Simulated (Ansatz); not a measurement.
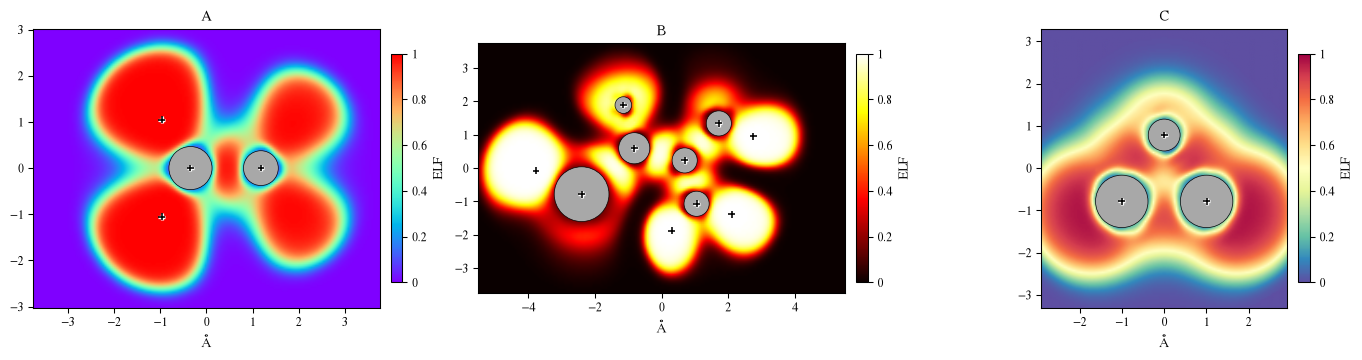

The ELF of 3 systems, each on a plane through atoms (crosses mark nuclei in the plane; grey discs cover the cores).

These are results of isolated molecule in a Gaussian basis; Kohn-Sham density functional theory, functional PBE0 in Ansatz 0.2.0, not measurements.

System 1: CH2P2, the plane of atoms C1, P2 and P3. Geometry: PBE0-D3(BJ)/def2-SVP.

```xyz
5

C    -0.8473    0.8256    0.4570
P     1.0018    0.7845    0.2332
P     0.0014   -0.6413    1.2308
H    -1.4730    0.6464   -0.4265
H    -1.2640    1.5874    1.1279
```

System 2: C3H8BFGe (SMILES C=C(C)[B](F)[GeH3]), the plane of atoms C2, B4 and F5. Geometry: B3LYP-D3(BJ)/def2-SVP.

```tsv
atom	x (Å)	y (Å)	z (Å)
C	0.5393	-0.4823	-1.8712
C	0.3002	0.0542	-0.6578
C	0.6129	1.4987	-0.3471
B	-0.3183	-0.8431	0.4539
F	-0.5603	-0.2828	1.6411
Ge	-0.7911	-2.8739	0.2480
H	0.3088	-1.5285	-2.0952
H	0.9737	0.1004	-2.6921
H	1.0453	2.0241	-1.2124
H	-0.2952	2.0396	-0.0324
H	1.3213	1.5770	0.4945
H	0.4759	-3.7280	0.0036
H	-1.4887	-3.4272	1.5095
H	-1.7265	-3.1329	-0.9565
```

System 3: CH4B (SMILES B[CH2]) (doublet), the plane of atoms H4, B2 and H6. Geometry: PBE-D3(BJ)/def2-SVP.

```xyz
6

C    -0.9334   -0.1002    0.0495
B     0.4090   -0.4120   -0.6019
H    -1.3233    0.9271    0.1723
H     0.9088    0.3664   -1.3970
H    -1.6105   -0.8801    0.4441
H     1.0028   -1.4443   -0.3380
```

### Which map belongs to which system?

Panel A is system 3, CH4B: the plane holds C, B and H. C–B (1.52 Å): the ELF peaks at about 0.95 between the atoms (localised, covalent bonding). Panel B is system 2, C3H8BFGe: the plane holds C, B, F, Ge and H. B–F (1.33 Å): the ELF peaks at about 0.85 between the atoms, as expected for a polar covalent bond. Panel C is system 1, CH2P2: the plane holds C and P. C–P (1.86 Å): the ELF peaks at about 0.90 between the atoms; localised, covalent bonding.
